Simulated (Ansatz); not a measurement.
AlCo: response to strain

The reference is AlCo in the CsCl type structure (space group Pm-3m, No. 221; a = 2.824 Å; weakly magnetic (sensitive to the mesh)).

Strains are applied to the cell and any free atomic positions relax.

All numbers come from plane-wave PAW DFT at the r2SCAN level (Ansatz, an electronic-structure program, 500 eV), no SOC.

Notes on the quantities. energy relative to the base: free energy F.

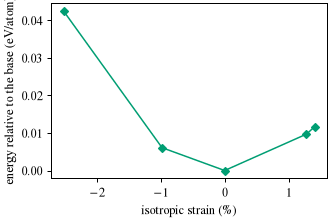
Figure. Energy relative to the base against isotropic strain

Task: From the plot, what is the energy relative to the base for isotropic strain −2.52 %?

Result: About 0.043 eV/atom.

Task: Is the trend monotonic over the range shown?

Result: No, it turns within the range, spanning 0 meV/atom to +43 meV/atom.

Other magnetic orders, which the real material may have, were not ruled out. Whether these cells are dynamically stable was not tested. Starting moments died away, wholly or in part, for isotropic strain −2.52 %, the base and isotropic strain −0.98 %; another magnetic solution may exist.
